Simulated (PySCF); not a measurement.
Consider CH₄Al (SMILES [CH2-][AlH2]) (charge −1).

Input

```
{"job": {"kind": "sp", "xc": "B3LYP", "basis": "ma-def2-TZVP", "d3": "d3bj", "grid": 2}, "charge": -1, "multiplicity": 1}
C     -0.309136    -0.141474    -0.793370
Al    -0.023492    -0.053366     1.030959
H     -0.094462    -1.030070    -1.409354
H     -0.714867     0.684939    -1.399664
H     -0.344992     1.261624     1.944093
H      0.572568    -1.289589     1.916005
```

Command:

```sh
OMP_NUM_THREADS=1 python redox_run.py task.json out
```

Geometry: PBE0-D3(BJ)/ma-def2-SVP.

Level of theory: PySCF, DFT single point, gas phase, functional B3LYP.

Question: What will maps of the electron density and electron localisation function show?

Answer: C–Al (1.85 Å): the density is about 0.79 e/Å³ at the midpoint; the ELF peaks at about 0.95 between the atoms: a shared but strongly polarised pair.
C–H (1.10 Å): the density is about 1.9 e/Å³ at the midpoint; the ELF climbs to about 1 towards the hydrogen, as it does in any bond to H (an ordinary covalent bond to hydrogen).
Al–H (1.63 Å): ρ is about 0.48 e/Å³ halfway; the ELF climbs to about 1 towards the hydrogen.

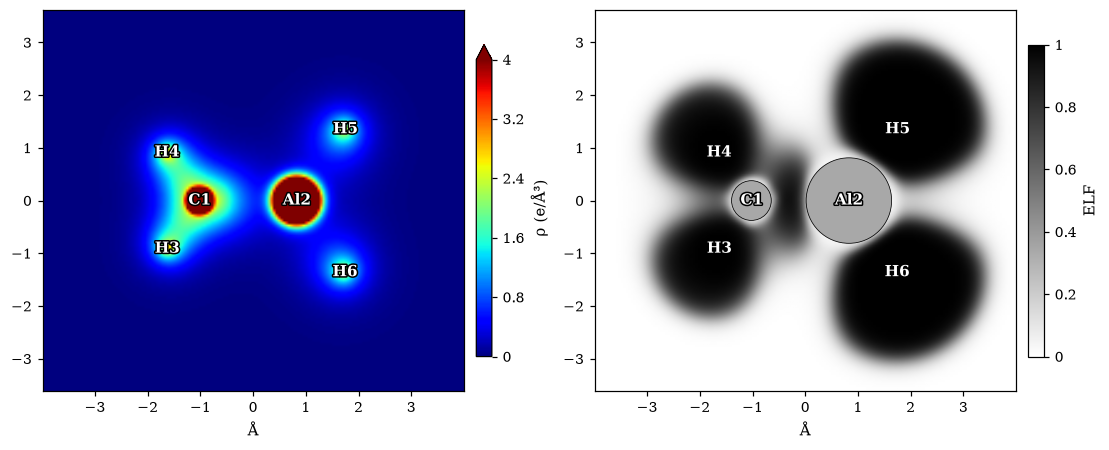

Computed electron density and electron localisation function on the molecular plane, in this order. Grey discs cover the atomic cores in the ELF map. 
